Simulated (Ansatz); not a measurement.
# [HO2]− (hydroperoxide(1-)): wB97M-V/def2-TZVPPD

Aim: the energy change on altering one bond length of [HO2]− (hydroperoxide(1-)) at wB97M-V/def2-TZVPPD, from 2 runs. 

The results are computed with Ansatz 0.2.0.

2 further runs of the same task are left out: 2 set aside as unsound or not needed.

**1. The system as given**

[HO2]−: 3 atoms, total charge -1, spin state singlet. SMILES: `[O-]O`. The shape is that of a PBE0-D4/def2-TZVPD optimisation.

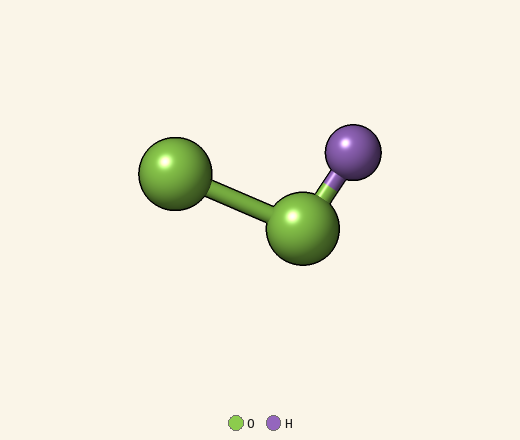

The structure, seen from a chosen angle (oxygen green, hydrogen purple).

**2. The energy at wB97M-V/def2-TZVPPD**

The input, molecule.yaml:

```yaml
crystal:
  periodic: [false, false, false]
  atoms:
    - {symbol: O, position_ang: [-0.357760, 1.025590, -0.080830]}
    - {symbol: O, position_ang: [-0.242260, -0.445880, -0.180750]}
    - {symbol: H, position_ang: [0.600030, -0.579720, 0.261570]}
basis:
  gaussian:
    orbitals: def2-TZVPPD.json
hamiltonian:
  xc: {name: wB97M-V}
total_charge: -1
output:
  orbitals: {seedname: orbitals}
accuracy: high
```

The basis set def2-TZVPPD is read from a file made from the Basis Set Exchange's data (not shown).

Started as:

```console
$ ansatz run molecule.yaml --threads 1 --pin off --max-ram 3480MiB --events-out events.jsonl --progress --plain --runs-dir runs
```

Output:

```text
Warning: RAYON_NUM_THREADS=1 ignored (pool sized by the plan → 1); use --threads N
Functional definition: wB97M-V
  name "wB97M-V"
  parameter omega = 0.3/bohr
  parameter cx = 0.15
  parameter cx01 = 1.007
  parameter cx10 = 0.259
  parameter css00 = 0.443
  parameter css04 = -1.437
  parameter css10 = -4.535
  parameter css20 = -3.390
  parameter css43 = 4.278
  parameter cos00 = 1.000
  parameter cos10 = 1.358
  parameter cos20 = 2.924
  parameter cos21 = -8.812
  parameter cos60 = -1.390
  parameter cos61 = 9.142
  parameter b = 6.0
  parameter c = 0.01
  gx(w, u) = 1 - cx + cx01*u + cx10*w
  gss(w, u) = css00 + css04*u^4 + css10*w + css20*w^2 + css43*w^4*u^3
  gos(w, u) = cos00 + cos10*w + (cos20 + cos21*u)*w^2 + (cos60 + cos61*u)*w^6
  exchange = spin_sum(e_x_unif_sr(omega)*gx(b97_w, b97_u_x)) + cx*exact_x_sr(omega) + exact_x_lr(omega)
  correlation = spin_sum(e_c_pw_mod_same_spin*gss(b97_w, b97_u_same))
      + integral(e_c_pw_mod_opposite_spin*gos(b97_w_opposite, b97_u_opposite)) + vv10(b, c)
1485 factors; integrals over basis functions are off by at most 3.9e-9 eV
262 factors; integrals over basis functions are off by at most 1.5e-9 eV
mean field evaluation 1: about -4106.3301 eV, gradient 3.0e1 eV
mean field evaluation 2: about -4106.5874 eV, gradient 3.1e1 eV
mean field evaluation 4: about -4108.0026 eV, gradient 2.4e0 eV
mean field evaluation 8: about -4108.0136 eV, gradient 9.0e-2 eV
mean field evaluation 16: about -4108.0137 eV, gradient 2.3e-4 eV
mean field -4108.01368343 eV, -150.9667183543 hartree, gradient 3.9e-8 eV, S^2 0.000000; 0 other end points of the search recorded, 0 dependent functions left out
reference -4108.01368703 eV, -150.9667184867 hartree; 9, 9 occupied and 88, 88 virtual orbitals, 1485 factors
Total energy: -4108.01368703 eV, -150.9667184867 hartree
```

Run time: 17 s. Hardware: 1 thread of Arm Neoverse V2, shared host; peak memory 0.3 GiB.

**3. The distorted shape, same level**

The input, molecule.yaml:

```yaml
crystal:
  periodic: [false, false, false]
  atoms:
    - {symbol: O, position_ang: [-0.392411, 1.467044, -0.050853]}
    - {symbol: O, position_ang: [-0.242260, -0.445880, -0.180750]}
    - {symbol: H, position_ang: [0.600030, -0.579720, 0.261570]}
basis:
  gaussian:
    orbitals: def2-TZVPPD.json
accuracy: high
total_charge: -1
hamiltonian:
  xc: {name: wB97M-V}
output: {orbitals: {seedname: orbitals}}
```

The basis set def2-TZVPPD is read from a file made from the Basis Set Exchange's data (not shown).

Started as:

```console
$ ansatz run molecule.yaml --threads 1 --pin off --max-ram 3480MiB --events-out events.jsonl --progress --plain --runs-dir runs
```

Output:

```text
Warning: RAYON_NUM_THREADS=1 ignored (pool sized by the plan → 1); use --threads N
[... 19 set-up lines as earlier in the session ...]
  gx(w, u) = 1 - cx + cx01*u + cx10*w
  gss(w, u) = css00 + css04*u^4 + css10*w + css20*w^2 + css43*w^4*u^3
  gos(w, u) = cos00 + cos10*w + (cos20 + cos21*u)*w^2 + (cos60 + cos61*u)*w^6
[... 2 set-up lines as earlier in the session ...]
      + integral(e_c_pw_mod_opposite_spin*gos(b97_w_opposite, b97_u_opposite)) + vv10(b, c)
1442 factors; integrals over basis functions are off by at most 3.9e-9 eV
272 factors; integrals over basis functions are off by at most 1.9e-9 eV
mean field evaluation 1: about -4105.8596 eV, gradient 2.3e1 eV
mean field evaluation 2: about -4105.7554 eV, gradient 2.8e1 eV
mean field evaluation 4: about -4106.9151 eV, gradient 3.1e0 eV
mean field evaluation 8: about -4106.9365 eV, gradient 1.3e-1 eV
mean field evaluation 16: about -4106.9368 eV, gradient 2.4e-4 eV
mean field -4106.93676190 eV, -150.9271422179 hartree, gradient 3.8e-8 eV, S^2 0.000000; 0 other end points of the search recorded, 0 dependent functions left out
reference -4106.93676567 eV, -150.9271423566 hartree; 9, 9 occupied and 88, 88 virtual orbitals, 1442 factors
Total energy: -4106.93676567 eV, -150.9271423566 hartree
```

Run time: 16 s. Hardware: 1 thread of Arm Neoverse V2, shared host; peak memory 0.29 GiB.

**4. What came out**

At wB97M-V/def2-TZVPPD:

```
                                                              quantity          value
                                             first shape: total energy  -150.96672 Eh
                                              first shape: HOMO energy       -1.20 eV
                                              first shape: LUMO energy        5.50 eV
    first shape: HOMO–LUMO gap (to an unbound level, set by the basis)        6.70 eV
                                         distorted shape: total energy  -150.92714 Eh
                                          distorted shape: HOMO energy       -2.93 eV
                                          distorted shape: LUMO energy        5.21 eV
distorted shape: HOMO–LUMO gap (to an unbound level, set by the basis)        8.14 eV
     energy change with the O1–O2 bond stretched from 1.479 to 1.923 Å       1.077 eV
```

What this shows: With the O1–O2 bond stretched from 1.479 to 1.923 Å the energy rises by 1.08 eV (104 kJ/mol). The first shape isn't relaxed at this level, so the change isn't measured from a minimum.
